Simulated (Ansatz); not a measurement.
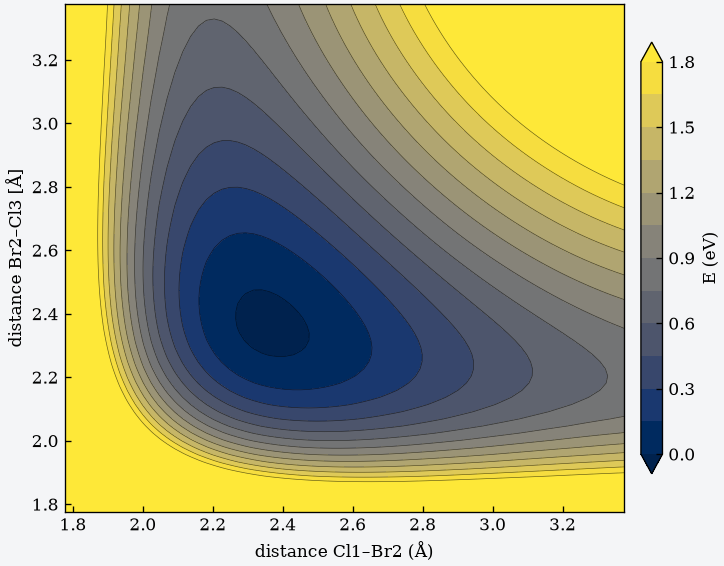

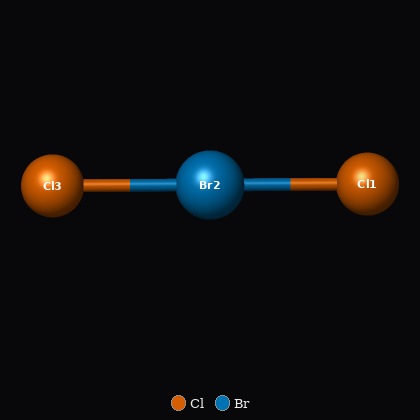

Energy landscape of the system Cl + BrCl, spin multiplicity 2. Coordinates scanned: (1) distance Cl1–Br2; (2) distance Br2–Cl3. Nothing is relaxed (the angle Cl1–Br2–Cl3 is fixed at 180 degrees). Grid: 9 × 9 points; 45 points were computed and 36 follow by symmetry. Points are written as (first, second). All energies are given in eV relative to the lowest grid point. In part of the range the unrestricted reference is strongly spin-contaminated. Method: UKS PBE-D4/def2-SVPD in Ansatz.

The picture shows filled contours, one colour for all values above the top of the scale. Between grid points the surface is interpolated. The second picture is the structure at the lowest point.

Question: Describe this landscape.

Answer: The lowest grid point is at (2.426 Å, 2.426 Å). No other kind of well shows on this grid. The highest grid point, (1.776 Å, 1.776 Å), lies 8.61 eV above the lowest. Round the minimum the valley is somewhat tilted: raising distance Cl1–Br2 shifts the best value of distance Br2–Cl3 downwards (coupling k₁₂/√(k₁₁k₂₂) about 0.3).

The values on the grid:

| distance Br2–Cl3 ↓, distance Cl1–Br2 → | 1.776 | 1.883 | 2.040 | 2.223 | 2.426 | 2.644 | 2.877 | 3.121 | 3.376 |
| --- | --- | --- | --- | --- | --- | --- | --- | --- | --- |
| 3.376 | 3.33 | 1.94 | 1.00 | 0.78 | 1.02 | 1.46 | 1.94 | 2.37 | 2.68 |
| 3.121 | 3.24 | 1.83 | 0.87 | 0.61 | 0.79 | 1.19 | 1.64 | 2.06 | 2.37 |
| 2.877 | 3.16 | 1.73 | 0.71 | 0.38 | 0.51 | 0.85 | 1.26 | 1.64 | 1.94 |
| 2.644 | 3.15 | 1.67 | 0.58 | 0.16 | 0.21 | 0.49 | 0.85 | 1.19 | 1.46 |
| 2.426 | 3.31 | 1.76 | 0.56 | 0.04 | 0.00 | 0.21 | 0.51 | 0.79 | 1.02 |
| 2.223 | 3.81 | 2.16 | 0.84 | 0.20 | 0.04 | 0.16 | 0.38 | 0.61 | 0.78 |
| 2.040 | 4.86 | 3.10 | 1.62 | 0.84 | 0.56 | 0.58 | 0.71 | 0.87 | 1.00 |
| 1.883 | 6.62 | 4.74 | 3.10 | 2.16 | 1.76 | 1.67 | 1.73 | 1.83 | 1.94 |
| 1.776 | 8.61 | 6.62 | 4.86 | 3.81 | 3.31 | 3.15 | 3.16 | 3.24 | 3.33 |

Each point was launched as `ansatz run input.yaml --threads 1 --pin off --max-ram 2560MiB --backend cpu --events-out ev --progress --plain --runs-dir out`. The whole map (45 points run) took 24 min on 1 thread of Arm Neoverse V2, with other jobs on the host.
